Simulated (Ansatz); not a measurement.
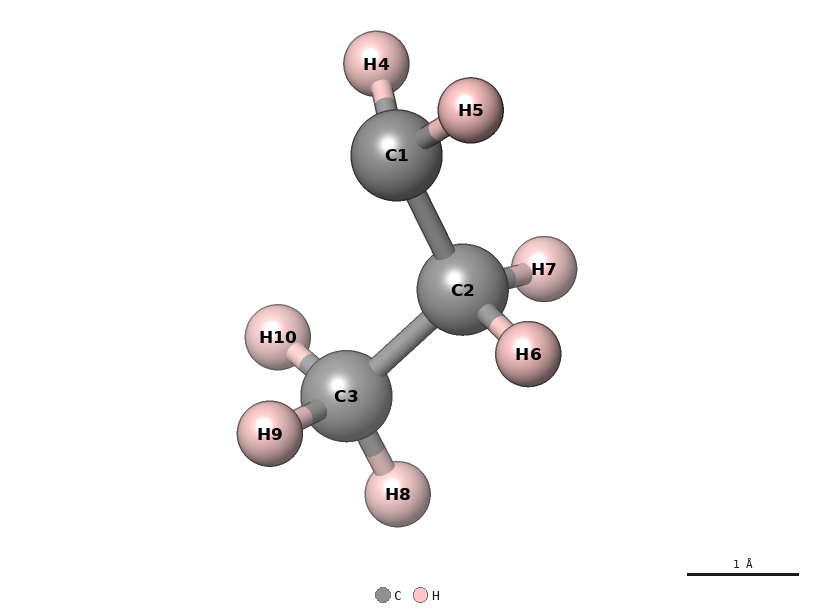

Orthographic view. Depth is shown by fading: the farther an atom, the more it takes the colour of the background. The species has charge −1 and is a spin singlet. Computed geometry: PBE-D4/def2-SVPD optimisation. No frequency run is at hand to confirm it as a minimum.

Write a Z-matrix (Å, degrees) in the order of the atom numbers, with these reference atoms: 2 to 1; 3 to 2, 1; 4 to 1, 2, 3; 5 to 1, 4, 2; 6 to 2, 1, 5; 7 to 2, 6, 3; 8 to 3, 2, 6; 9 to 3, 8, 2; 10 to 3, 9, 8.

```
C  
C    1   1.514
C    2   1.546   1   113.7
H    1   1.118   2   111.7   3   -86.8
H    1   1.116   4   106.9   2   122.6
H    2   1.117   1   109.4   5    33.9
H    2   1.143   6   104.0   3  -110.4
H    3   1.121   2   112.6   6   -59.7
H    3   1.111   8   109.8   2  -122.7
H    3   1.111   9   106.6   8   116.6
```
